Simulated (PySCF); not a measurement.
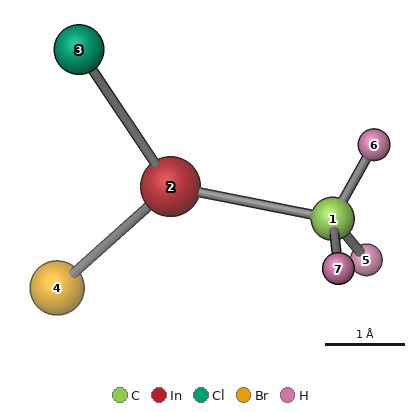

Fig. 1: The structure (ball-and-stick view, seen at a tilt; atoms are numbered from 1 in the order of the input). Sticks mark near contacts. Bond lengths as drawn: Br–In 2.46 Å, Cl–In 2.33 Å, C–H 1.09 Å and C–In 2.13 Å.

# Energy and gradient calculation of CH$_{3}$BrClIn (part 1 of 2)

System: CH$_{3}$BrClIn, SMILES [CH3][In]([Cl])[Br].
Method: B3LYP/def2-TZVP, RKS, core potentials def2-svp (PySCF 2.14.0).

The geometry comes from this level: PBE0-D4/def2-TZVP. Figures and captions count atoms from 1; the log counts them from 0 in places.

**Input file (job.py)**
```python
# [CH3][In]([Cl])[Br]
from pyscf import gto, dft

molecule = gto.M(
    atom=[
    ('C', (-0.131100, 1.135200, -0.020500)),
    ('In', (0.121500, -0.976700, 0.035700)),
    ('Cl', (1.857300, -2.020500, 1.178300)),
    ('Br', (-1.347200, -2.603200, -1.086800)),
    ('H', (-1.177600, 1.369000, -0.208100)),
    ('H', (0.193300, 1.560200, 0.928100)),
    ('H', (0.483800, 1.535900, -0.826600)),
],
    max_memory=1860,
    ecp={'In': 'def2-svp'},
    charge=0,
    verbose=4,
    basis='def2-tzvp',
)

mf = dft.RKS(molecule)
mf.xc = 'b3lyp'
mf.conv_tol = 1e-10
mf.grids.level = 5
mf.kernel()
if not mf.converged:
    mf = mf.newton().run(mf.mo_coeff, mf.mo_occ)

energy = mf.e_tot
print('E = %.10f Eh' % energy)
grad = mf.nuc_grad_method().kernel()
mf.analyze()
```

Run on 1 thread of Intel Xeon @ 2.50GHz (Skylake/Cascade Lake), 189 GiB of memory available, shared host.

Launch command:
```bash
OMP_NUM_THREADS=1 python job.py
```

**The program's output**
```
PySCF version 2.14.0

[INPUT] num. atoms = 7
[INPUT] num. electrons = 82
[INPUT] charge = 0
[INPUT] spin (= nelec alpha-beta = 2S) = 0
[INPUT] symmetry False subgroup None
[INPUT] Mole.unit = angstrom
[INPUT] Symbol           X                Y                Z      unit          X                Y                Z       unit  Magmom
[INPUT]  1 C     -0.131100000000   1.135200000000  -0.020500000000 AA   -0.247743094930   2.145217096606  -0.038739385554 Bohr   0.0
[INPUT]  2 In     0.121500000000  -0.976700000000   0.035700000000 AA    0.229601724135  -1.845695505863   0.067463222647 Bohr   0.0
[INPUT]  3 Cl     1.857300000000  -2.020500000000   1.178300000000 AA    3.509788331155  -3.818191634684   2.226664292575 Bohr   0.0
[INPUT]  4 Br    -1.347200000000  -2.603200000000  -1.086800000000 AA   -2.545839035014  -4.919335047468  -2.053754352177 Bohr   0.0
[INPUT]  5 H     -1.177600000000   1.369000000000  -0.208100000000 AA   -2.225341484288   2.587035064530  -0.393252006522 Bohr   0.0
[INPUT]  6 H      0.193300000000   1.560200000000   0.928100000000 AA    0.365284059878   2.948350699546   1.753854816209 Bohr   0.0
[INPUT]  7 H      0.483800000000   1.535900000000  -0.826600000000 AA    0.914249499065   2.902430354719  -1.562047614565 Bohr   0.0

nuclear repulsion = 431.687163606062
number of shells = 68
number of NR pGTOs = 327
number of NR cGTOs = 184
basis = def2-tzvp
ecp = {'In': 'def2-svp'}

******** <class 'pyscf.dft.rks.RKS'> ********
method = RKS
initial guess = minao
damping factor = 0
level_shift factor = 0
DIIS = <class 'pyscf.scf.diis.CDIIS'>
diis_start_cycle = 1
diis_space = 8
diis_damp = 0
SCF conv_tol = 1e-10
SCF conv_tol_grad = None
SCF max_cycles = 50
direct_scf = True
direct_scf_tol = 1e-13
XC library pyscf.dft.libxc version 7.0.0
    S. Lehtola, C. Steigemann, M. J.T. Oliveira, and M. A.L. Marques.,  SoftwareX 7, 1–5 (2018)
XC functionals = b3lyp
    P. J. Stephens, F. J. Devlin, C. F. Chabalowski, and M. J. Frisch.,  J. Phys. Chem. 98, 11623 (1994)
radial grids:
    Treutler-Ahlrichs [JCP 102, 346 (1995); DOI:10.1063/1.469408] (M4) radial grids

becke partition: Becke, JCP 88, 2547 (1988); DOI:10.1063/1.454033
pruning grids: <function nwchem_prune>
grids dens level: 5
symmetrized grids: False
atomic radii adjust function: <function treutler_atomic_radii_adjust>
small_rho_cutoff = 0
Set gradient conv threshold to 1e-05
Initial guess from minao.
tot grids = 248712
init E= -3230.93438819078
  HOMO = -0.560555157775524  LUMO = -0.46500406626857  gap/eV = 2.60008
cycle= 1 E= -3263.55044592891  delta_E= -32.6  |g|=  2.3  |ddm|=   46
  HOMO = 0.00199815700369727  LUMO = 0.0377258551098756  gap/eV = 0.97220
cycle= 2 E= -3261.37292338296  delta_E= 2.18  |g|= 4.51  |ddm|=    9
  HOMO = -0.269605437935683  LUMO = -0.0457342818496854  gap/eV = 6.09184
cycle= 3 E= -3264.62979407178  delta_E= -3.26  |g|= 0.318  |ddm|= 4.71
  HOMO = -0.276700666007634  LUMO = -0.0814684157426172  gap/eV = 5.31254
cycle= 4 E= -3264.64552737741  delta_E= -0.0157  |g|= 0.218  |ddm|= 0.554
  HOMO = -0.294090769965829  LUMO = -0.0744690208105443  gap/eV = 5.97621
cycle= 5 E= -3264.65748309055  delta_E= -0.012  |g|= 0.0303  |ddm|= 0.235
  HOMO = -0.291662257533489  LUMO = -0.0734658862666182  gap/eV = 5.93743
cycle= 6 E= -3264.65765710518  delta_E= -0.000174  |g|= 0.0144  |ddm|= 0.0495
  HOMO = -0.291630114055093  LUMO = -0.0735218279491106  gap/eV = 5.93503
cycle= 7 E= -3264.65770836686  delta_E= -5.13e-05  |g|= 0.00367  |ddm|= 0.0183
  HOMO = -0.292068516322347  LUMO = -0.0738151307718066  gap/eV = 5.93898
cycle= 8 E= -3264.65771106695  delta_E= -2.7e-06  |g|= 0.000696  |ddm|= 0.00349
  HOMO = -0.292063547504343  LUMO = -0.0738014366302583  gap/eV = 5.93921
cycle= 9 E= -3264.65771117598  delta_E= -1.09e-07  |g|= 0.000226  |ddm|= 0.000852
  HOMO = -0.292067521390807  LUMO = -0.0737973079004836  gap/eV = 5.93944
cycle= 10 E= -3264.65771118735  delta_E= -1.14e-08  |g|= 5.8e-05  |ddm|= 0.000256
  HOMO = -0.292063380535082  LUMO = -0.0737969069073265  gap/eV = 5.93933
cycle= 11 E= -3264.65771118828  delta_E= -9.21e-10  |g|= 9.99e-06  |ddm|= 7.68e-05
  HOMO = -0.292063233356339  LUMO = -0.0737966756029402  gap/eV = 5.93934
cycle= 12 E= -3264.6577111883  delta_E= -2e-11  |g|= 2.73e-06  |ddm|= 1.17e-05
  HOMO = -0.292063624240305  LUMO = -0.073797028072009  gap/eV = 5.93934
```

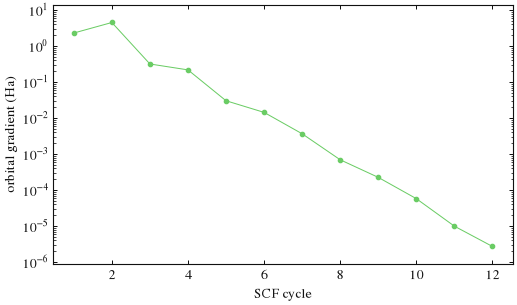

Fig. 2: Convergence of the self-consistent field: orbital gradient against the SCF cycle. The residual falls almost steadily, with no more than small rises.

```
Extra cycle  E= -3264.6577111883  delta_E= -6.37e-12  |g|= 2.37e-06  |ddm|= 5.24e-06
converged SCF energy = -3264.6577111883
E = -3264.6577111883 Eh

******** <class 'pyscf.grad.rks.Gradients'> for <class 'pyscf.dft.rks.RKS'> ********
unit = Eh/Bohr
grid_response = False
--------------- RKS gradients ---------------
         x                y                z
0 C     0.0008148356    -0.0066914218     0.0001349857
1 In     0.0006107322    -0.0010133625     0.0003242332
2 Cl    -0.0052912310     0.0029536855    -0.0035029411
3 Br     0.0039742914     0.0043040694     0.0030609124
4 H    -0.0008304064     0.0000633777    -0.0001929633
5 H     0.0002932117     0.0002423281     0.0006826071
6 H     0.0004016911     0.0001742558    -0.0004987756
----------------------------------------------
**** SCF Summaries ****
Total Energy =                       -3264.657711188301619
Nuclear Repulsion Energy =             431.687163606061517
One-electron Energy =                -5467.872126252281305
Two-electron Energy =                 1771.527251457918283
Two-electron Coulomb Energy =         1914.568008373330258
DFT Exchange-Correlation Energy =     -143.040756915412089
HOMO-LUMO gap [eV] =                     5.939336603606942
**** MO energy ****
MO #1   energy= -482.8459260999    occ= 2
MO #2   energy= -101.502388280036  occ= 2
MO #3   energy= -62.4941340256033  occ= 2
MO #4   energy= -56.3091770821706  occ= 2
MO #5   energy= -56.3074416762748  occ= 2
MO #6   energy= -56.3070993034186  occ= 2
MO #7   energy= -10.201414754764   occ= 2
MO #8   energy= -9.4350389879834   occ= 2
MO #9   energy= -8.6848360993931   occ= 2
MO #10  energy= -7.1937072052488   occ= 2
MO #11  energy= -7.18970128559154  occ= 2
MO #12  energy= -7.18890924357911  occ= 2
MO #13  energy= -6.51107296437701  occ= 2
MO #14  energy= -6.50544883768462  occ= 2
MO #15  energy= -6.50437713313312  occ= 2
MO #16  energy= -4.71158700272213  occ= 2
MO #17  energy= -3.11952260701832  occ= 2
MO #18  energy= -3.11159441057786  occ= 2
MO #19  energy= -3.10885820244983  occ= 2
MO #20  energy= -2.62624131153736  occ= 2
MO #21  energy= -2.62479157394584  occ= 2
MO #22  energy= -2.62395016869028  occ= 2
MO #23  energy= -2.6194443307292   occ= 2
MO #24  energy= -2.6194064714472   occ= 2
MO #25  energy= -0.831065064778688 occ= 2
MO #26  energy= -0.816590164977318 occ= 2
MO #27  energy= -0.808966866185928 occ= 2
MO #28  energy= -0.80351640882063  occ= 2
MO #29  energy= -0.801660228882427 occ= 2
MO #30  energy= -0.769098050488409 occ= 2
MO #31  energy= -0.743056055220492 occ= 2
MO #32  energy= -0.709064231003387 occ= 2
MO #33  energy= -0.438791651636824 occ= 2
MO #34  energy= -0.437483373651812 occ= 2
MO #35  energy= -0.435099031824339 occ= 2
MO #36  energy= -0.343623770003407 occ= 2
MO #37  energy= -0.337250762581516 occ= 2
MO #38  energy= -0.323126304687317 occ= 2
MO #39  energy= -0.302994471964821 occ= 2
MO #40  energy= -0.301256091166359 occ= 2
MO #41  energy= -0.292063624240305 occ= 2
MO #42  energy= -0.073797028072009 occ= 0
MO #43  energy= -0.0667902563002452 occ= 0
MO #44  energy= 0.0134714475121392 occ= 0
MO #45  energy= 0.0137779168132802 occ= 0
MO #46  energy= 0.0515459596409298 occ= 0
MO #47  energy= 0.0639848126532382 occ= 0
MO #48  energy= 0.0704415879180293 occ= 0
MO #49  energy= 0.098600695720317  occ= 0
MO #50  energy= 0.110705695548278  occ= 0
MO #51  energy= 0.121207282436824  occ= 0
MO #52  energy= 0.153769668252932  occ= 0
MO #53  energy= 0.166290701742342  occ= 0
MO #54  energy= 0.167812287411925  occ= 0
MO #55  energy= 0.176345879516992  occ= 0
MO #56  energy= 0.19966348565805   occ= 0
MO #57  energy= 0.204484057005781  occ= 0
MO #58  energy= 0.231891713513632  occ= 0
MO #59  energy= 0.245162780230001  occ= 0
MO #60  energy= 0.270434264218091  occ= 0
MO #61  energy= 0.275016025092887  occ= 0
MO #62  energy= 0.287915276329219  occ= 0
MO #63  energy= 0.299778777604177  occ= 0
MO #64  energy= 0.325180589721782  occ= 0
MO #65  energy= 0.343978529043858  occ= 0
MO #66  energy= 0.368133828380151  occ= 0
MO #67  energy= 0.378650258601802  occ= 0
MO #68  energy= 0.381528098817251  occ= 0
MO #69  energy= 0.383830342358099  occ= 0
MO #70  energy= 0.402342193212918  occ= 0
MO #71  energy= 0.409624615183076  occ= 0
MO #72  energy= 0.430776520945247  occ= 0
MO #73  energy= 0.44232918576388   occ= 0
MO #74  energy= 0.462070298183409  occ= 0
MO #75  energy= 0.471906298557944  occ= 0
MO #76  energy= 0.48136142652988   occ= 0
MO #77  energy= 0.494778882964997  occ= 0
MO #78  energy= 0.500505345114677  occ= 0
MO #79  energy= 0.514365085886738  occ= 0
MO #80  energy= 0.572478141903225  occ= 0
MO #81  energy= 0.598905348514425  occ= 0
MO #82  energy= 0.633787855239497  occ= 0
MO #83  energy= 0.645141606078194  occ= 0
MO #84  energy= 0.689422502285826  occ= 0
MO #85  energy= 0.776707635167852  occ= 0
MO #86  energy= 0.785212691337739  occ= 0
MO #87  energy= 0.807281317439289  occ= 0
MO #88  energy= 0.821675219468321  occ= 0
MO #89  energy= 0.845621521565572  occ= 0
MO #90  energy= 0.863264980842836  occ= 0
MO #91  energy= 0.893493250562178  occ= 0
MO #92  energy= 0.906182564679891  occ= 0
MO #93  energy= 0.934291011574734  occ= 0
MO #94  energy= 0.940467895052745  occ= 0
MO #95  energy= 0.980950413439903  occ= 0
MO #96  energy= 0.988862374900703  occ= 0
MO #97  energy= 1.0001162620767    occ= 0
MO #98  energy= 1.05976691067235   occ= 0
MO #99  energy= 1.06234826493435   occ= 0
MO #100 energy= 1.08786525964663   occ= 0
MO #101 energy= 1.18098857099601   occ= 0
MO #102 energy= 1.24920523364351   occ= 0
MO #103 energy= 1.35713428995071   occ= 0
MO #104 energy= 1.37198219179275   occ= 0
MO #105 energy= 1.39487236506207   occ= 0
MO #106 energy= 1.44973333158355   occ= 0
MO #107 energy= 1.45754830998952   occ= 0
MO #108 energy= 1.46822728760252   occ= 0
MO #109 energy= 1.49195990538283   occ= 0
MO #110 energy= 1.51507701391516   occ= 0
MO #111 energy= 1.52982704168588   occ= 0
MO #112 energy= 1.53135469201545   occ= 0
MO #113 energy= 1.5363216404467    occ= 0
MO #114 energy= 1.55630004941425   occ= 0
MO #115 energy= 1.55877042473872   occ= 0
MO #116 energy= 1.61856850027098   occ= 0
MO #117 energy= 1.63372232648824   occ= 0
MO #118 energy= 1.65981067589494   occ= 0
MO #119 energy= 1.71021293461482   occ= 0
MO #120 energy= 1.72310584864349   occ= 0
MO #121 energy= 1.76441143911162   occ= 0
MO #122 energy= 1.76796604675754   occ= 0
MO #123 energy= 1.7954101242534    occ= 0
MO #124 energy= 1.8578726247224    occ= 0
MO #125 energy= 1.86061739495305   occ= 0
```
